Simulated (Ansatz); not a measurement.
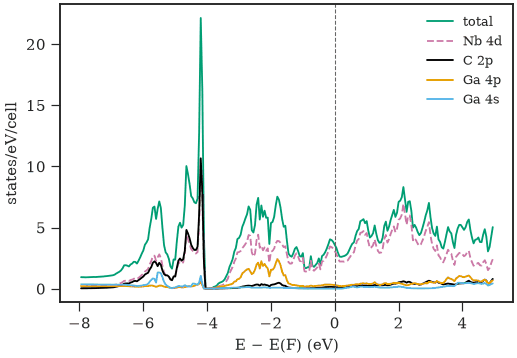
*Total and projected density of states of Nb$_{2}$GaC in space group P6_3/mmc (No. 194; Nb on 4f, Ga on 2d, C on 2a), r²SCAN in the plane-wave PAW code Ansatz*

### Question
Which orbitals carry the states next to the Fermi level?

### Answer
Within 0.5 eV of the Fermi level: Nb 4d 83 %, Ga 4p 9 %. Projections are on Löwdin-orthogonalised atomic valence shells; empty p or d shells of many metals are not among them.

### Question
Where is the tallest occupied peak in this window, and what makes it?

### Answer
Near -4.2 eV, about 22 states/eV per cell; the largest projected share is C 2p.

The first step of the workflow began from a Materials Project structure, measured or hypothetical; the Crystallography Open Database copy checked does not list it. Its standing as an ambient phase is unchecked. The cell was relaxed with r²SCAN under the symmetry of its start; whether a distortion lowers the energy is not shown. The run is not spin-polarised. Spin–orbit coupling is left out wherever it is not named.

Potentials: the earlier of the program's two PAW sets.
